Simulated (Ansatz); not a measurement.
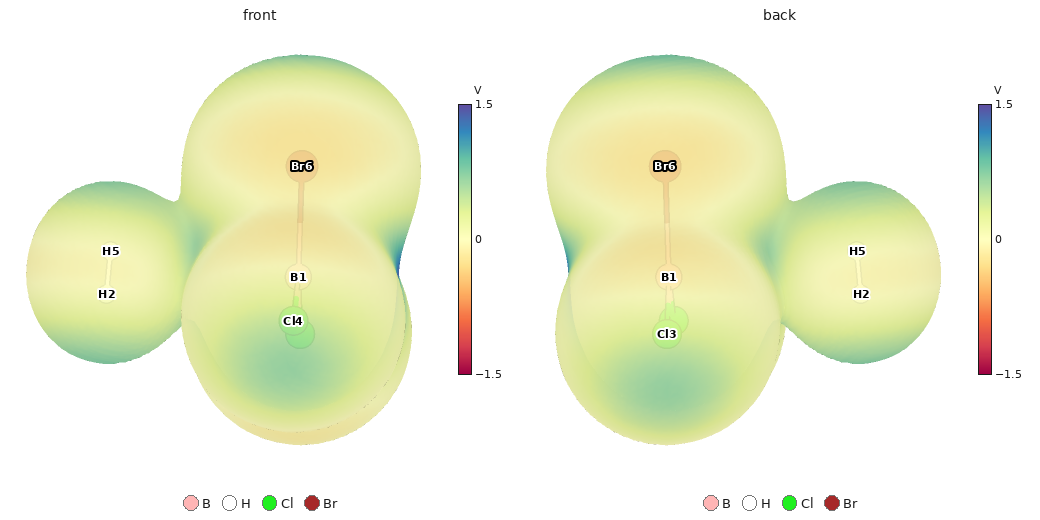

Figure 1: BBrCl₂···H₂. The molecular electrostatic potential painted on the density surface at 0.002 e/bohr³, seen from the front and from behind; the colour scale runs from red (negative) to blue (positive).

The product side of a reaction path; geometry: PBE0-D4/def2-TZVP.

These are results of Ansatz 0.2.0, RKS PBE0-D4/def2-TZVPP, not measurements.

```xyz
6

B    -0.3802   -0.9827    0.2567
H     0.6345    1.9165   -0.9519
Cl    0.7054   -1.7205   -0.8771
Cl   -1.9752   -0.5171   -0.2410
H     0.8380    1.9922   -0.2376
Br    0.1776   -0.6885    2.0509
```

> Where is the surface potential most negative and most positive?

The most negative region (about −0.2 V) lies over Cl3, Cl4 and Br6, the most positive (about +1.3 V) over B1. Cl3 shows a σ-hole: about +0.7 V at the tip opposite its bond, against about 0.0 V on its flanks. Cl4 shows a σ-hole: about +0.7 V at the tip opposite its bond, against about 0.0 V on its flanks. Br6 shows a σ-hole: about +0.8 V at the tip opposite its bond, against about 0.0 V on its flanks.
